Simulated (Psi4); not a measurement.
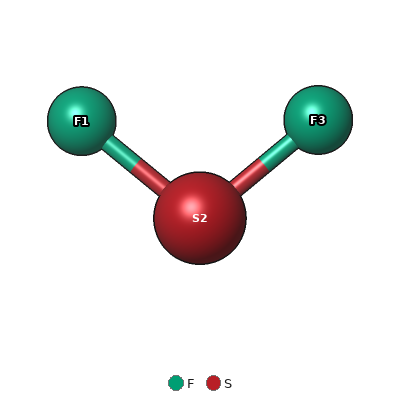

Structure of SF₂ (sulfur difluoride), SMILES FSF.

Unscaled harmonic wavenumbers and double-harmonic intensities, B3LYP/6-31G(d,p) in Psi4, at a geometry relaxed at this level, isolated molecule. Lorentzian lines of 10 cm⁻¹ full width. Close modes add up in the curve.

Q: Predict the infrared spectrum.

A: The most intense lines lie at 824.7 cm⁻¹ (111.6 km/mol), 828.4 cm⁻¹ (54.6 km/mol) and 316.4 cm⁻¹ (5.9 km/mol). It has no imaginary mode, so it is a minimum.

| cm⁻¹ | km/mol |
| --- | --- |
| 316.4 | 5.9 |
| 824.7 | 111.6 |
| 828.4 | 54.6 |

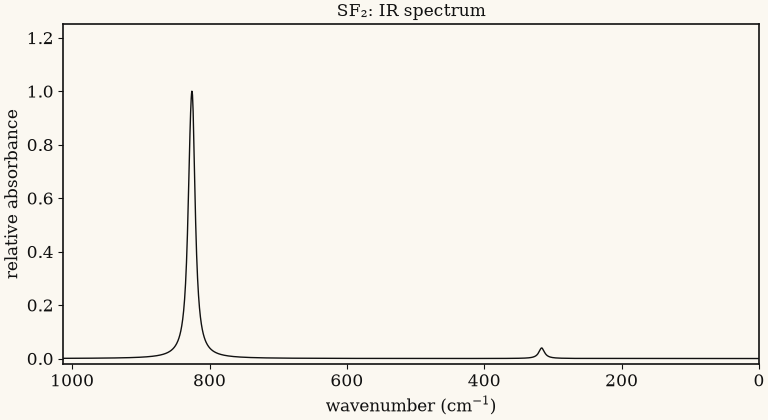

Caveats: double-zeta basis.
